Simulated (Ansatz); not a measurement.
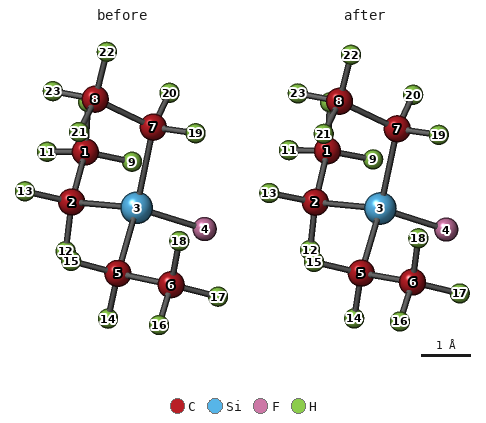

The structure of C6H15FSi before (left) and after (right) a relaxation, at one scale.

A ball-and-stick model, seen from a free direction.

The start comes from PBE-D4/def2-SVP.

Computed with RKS PBE0-D4/def2-TZVP (Ansatz 0.2.0).

The input:
```yaml
crystal:
  periodic: [false, false, false]
  atoms:
    - {symbol: C, position_ang: [0.996062, -1.149254, -2.534778]}
    - {symbol: C, position_ang: [0.119880, -0.038061, -1.938342]}
    - {symbol: Si, position_ang: [-0.469624, -0.368429, -0.176419]}
    - {symbol: F, position_ang: [-1.367319, -1.764816, -0.217664]}
    - {symbol: C, position_ang: [-1.610005, 1.004389, 0.436986]}
    - {symbol: C, position_ang: [-2.219543, 0.752736, 1.823836]}
    - {symbol: C, position_ang: [0.965568, -0.690969, 1.009521]}
    - {symbol: C, position_ang: [1.921552, 0.499788, 1.177769]}
    - {symbol: H, position_ang: [0.471864, -2.126923, -2.526128]}
    - {symbol: H, position_ang: [1.938560, -1.279884, -1.963088]}
    - {symbol: H, position_ang: [1.280228, -0.936109, -3.586027]}
    - {symbol: H, position_ang: [-0.784604, 0.125187, -2.565347]}
    - {symbol: H, position_ang: [0.661308, 0.934779, -1.943297]}
    - {symbol: H, position_ang: [-2.410878, 1.136213, -0.323904]}
    - {symbol: H, position_ang: [-1.034595, 1.957545, 0.427100]}
    - {symbol: H, position_ang: [-2.917229, 1.561357, 2.124927]}
    - {symbol: H, position_ang: [-2.786914, -0.200164, 1.848912]}
    - {symbol: H, position_ang: [-1.438208, 0.687306, 2.609513]}
    - {symbol: H, position_ang: [0.537907, -0.989870, 1.991631]}
    - {symbol: H, position_ang: [1.516720, -1.585087, 0.643808]}
    - {symbol: H, position_ang: [1.398311, 1.396186, 1.571927]}
    - {symbol: H, position_ang: [2.749409, 0.272197, 1.880778]}
    - {symbol: H, position_ang: [2.386350, 0.794783, 0.213586]}
basis:
  gaussian: {orbitals: def2-TZVP}
hamiltonian: {xc: pbe0, dispersion: d4}
relax: {f_tol: 0.005, max_steps: 150}
```

Command:
```bash
ansatz run in.yaml --threads 5 --pin off --events-out ev --progress --plain --max-ram 66560MiB --backend cuda --devices 0, --max-vram 37GiB
```

What changed between the two?

Answer. Over 8 geometry steps the energy falls by 10.9 kJ/mol. The largest force component goes from 1 to 0.0028 eV/Å. The atom that moves furthest after the best rigid fit is H18 (0.10 Å). Largest moves by element: H 0.10 Å, C 0.06 Å, F 0.03 Å, Si 0.03 Å. Near-neighbour distances that change, for instance: Si3–F4 1.661 → 1.616 Å, C2–Si3 1.887 → 1.869 Å, C1–H10 1.110 → 1.093 Å, C2–H12 1.113 → 1.096 Å.
